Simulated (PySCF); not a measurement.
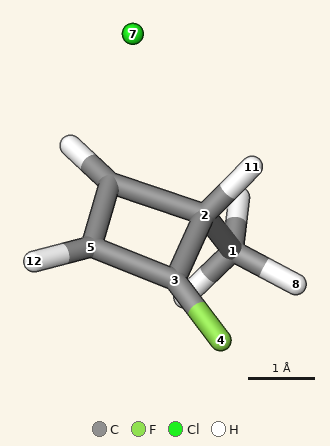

**Figure 1.** The structure as given in the input (stick view, seen at a tilt; atoms are numbered from 1 in the order of the input). Sticks are drawn by distance; a stretched bond gets none, so the picture shows separate pieces. Bond lengths as drawn: C–C 1.37 to 1.53 Å, C–F 1.37 Å and C–H 1.07 to 1.09 Å.

# EPR calculation, with input and output: C₅H₆ClF (charge −1)

System: C₅H₆ClF, charge −1, multiplicity 2.
Method: UKS B3LYP, pcH-1 on C Cl F H, non-relativistic, mean-field spin-orbit, GIAO (PySCF 2.14.0).

It belongs to a series of runs on one base structure; here: electron added.

Input file
```
{"job": {"kind": "epr", "basis": "pcH-1"}, "charge": -1, "multiplicity": 2}
C      1.627156    -0.357500    -0.378468
C      0.314643    -0.154502     0.364270
C     -0.848595    -1.026944    -0.041655
F     -1.088162    -2.360697     0.147657
C     -1.600096     0.041045    -0.464500
C     -0.595028     0.963267    -0.140425
Cl    -1.189954     2.132980     2.065456
H      2.092052    -1.298208    -0.083660
H      2.313612     0.456436    -0.151944
H      1.452558    -0.379280    -1.453684
H      0.483186    -0.107292     1.441046
H     -2.599798     0.138951    -0.850330
H     -0.365963     1.952230    -0.471491
```

The first line tells a small driver script what to run in PySCF; the rest is the geometry in Å.

Hardware: 1 CPU thread, shared host.

Run as:
```bash
OMP_NUM_THREADS=1 python <driver script> task.json out
```

Log
```
UKS, coarse grid
  cycle   1  E = -754.02503378  |g| = 5.05e-01
  cycle   2  E = -753.87614128  |g| = 7.64e-01
  cycle   3  E = -754.14599871  |g| = 1.58e-01
  cycle   4  E = -754.15768389  |g| = 6.32e-02
  cycle   5  E = -754.15964984  |g| = 1.93e-02
  cycle   6  E = -754.15985009  |g| = 8.69e-03
  cycle   7  E = -754.15992090  |g| = 2.97e-03
  cycle   8  E = -754.15993209  |g| = 2.07e-03
  cycle   9  E = -754.15993550  |g| = 4.35e-04
UKS, final grid
  cycle   1  E = -754.15985196  |g| = 5.49e-04
  cycle   2  E = -754.15985181  |g| = 8.52e-04
  cycle   3  E = -754.15985211  |g| = 9.97e-05
  cycle   4  E = -754.15985212  |g| = 4.53e-05
  cycle   5  E = -754.15985212  |g| = 1.88e-05
E = -754.15985212 Eh   <S^2> = 0.7713 (exact 0.7500)
g shifts (ppm)      1          2          3
  rmc          -218       -218       -218
  gc              6         48         43
  oz_so        -141       2925       6290
  total        -352       2755       6115
hyperfine (MHz)  atom isotope    a_iso     a_fc   dipolar eigenvalues
    0   13C       6.86       6.86     -1.15     -0.80      1.95
    1   13C     -26.93     -26.94     -2.48      0.57      1.91
    2   13C      88.93      88.95    -48.40    -46.47     94.87
    3   19F     111.08     111.06   -137.27   -111.52    248.79
    4   13C     -41.88     -41.91    -23.04     10.15     12.89
    5   13C     142.39     142.58    -50.45    -48.99     99.44
    6  35Cl      56.41      55.34    -28.66    -28.12     56.78
    7    1H       4.42       4.42     -2.15     -1.40      3.55
    8    1H       3.60       3.60     -2.05     -1.38      3.43
    9    1H      -0.57      -0.57     -3.61     -1.41      5.03
   10    1H      11.50      11.49     -5.17     -0.60      5.77
   11    1H       8.58       8.58     -3.86      0.10      3.77
   12    1H     -42.84     -42.86    -24.12     -3.78     27.90
```

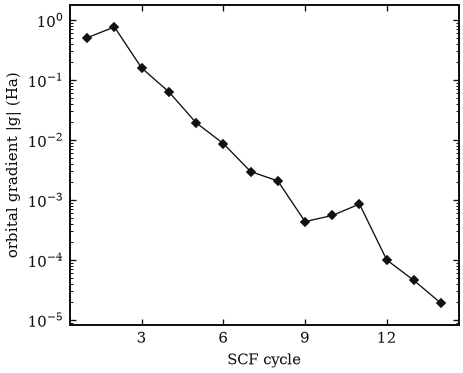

**Figure 2.** Convergence of the self-consistent field: orbital gradient |g| against the SCF cycle. All cycles printed in the log are drawn one after another.

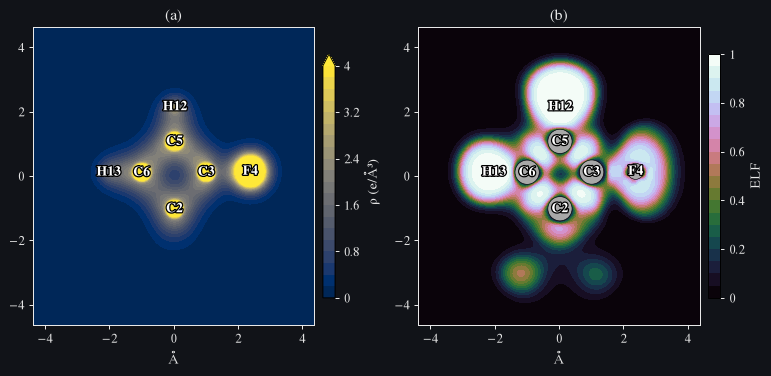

**Figure 3.** (a) electron density; (b) ELF on the plane of atoms C3, C5 and H12. Grey discs, where drawn, cover atomic cores. Atoms in the plane: C, F and H. C–C (1.51 Å): ρ at the midpoint is about 1.7 e/Å³; the ELF peaks at about 0.95 between the atoms (a shared electron pair).

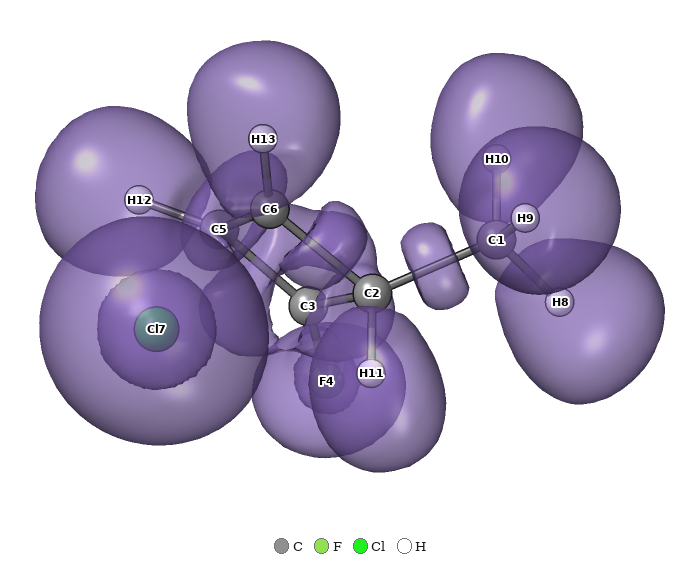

**Figure 4.** Isosurface of the electron localisation function at 0.75 (purple), seen from the side. Only the valence region is drawn (cores and ρ < 0.01 e/Å³ removed). Values along the shortest contacts: C6···Cl7 (2.57 Å): the ELF is only about 0.20 between them. C–F (1.37 Å): the ELF peaks at about 0.85 between the atoms (a polar covalent bond).

Results in brief

| quantity | value |
| --- | --- |
| outcome | converged |
| total energy | −754.159852 hartree |
| ⟨S²⟩ | 0.771 |
| isotropic g | 2.0052 |
| wall time | 55 s |
| peak memory | 0.9 GiB |
